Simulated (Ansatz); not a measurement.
```tsv
atom	x (Å)	y (Å)	z (Å)
Al	-0.2629	-0.4465	0.7266
O	-1.3521	0.7431	1.3203
O	1.2754	-0.5929	1.4788
O	-0.9124	-1.8196	-0.0777
P	0.5037	0.8127	-1.3413
H	-1.1660	1.2195	2.1307
H	1.7013	-1.4468	1.5678
H	-1.8558	-1.9880	-0.0796
H	-0.4657	1.2573	-2.2752
H	1.2124	2.0301	-1.1825
H	1.3876	0.1741	-2.2473
```

Geometry: PBE0-D4/def2-SVP.

Computed with isolated molecule in a Gaussian basis; Kohn-Sham density functional theory, functional PBE0 in Ansatz.

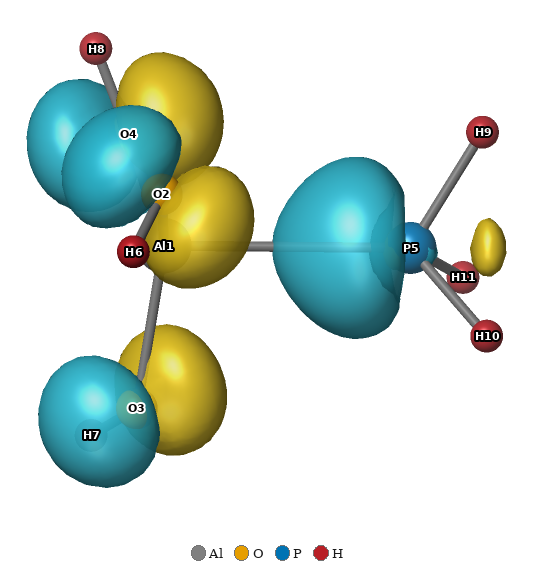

AlH₆O₃P (SMILES [OH][Al-]([OH])([OH])[PH3+]). One frontier orbital at ±0.15 Å⁻³ᐟ² (yellow and cyan are the two phases), seen across its widest extent.

Which orbital is it: HOMO or LUMO?

The HOMO, at −8.02 eV. Its weight (Hirshfeld) is mainly on O2 (about 20 %), O3 (about 20 %), O4 (about 20 %) and P5 (about 20 %); largely a combination of lone pairs on O2, O3, O4 and P5.
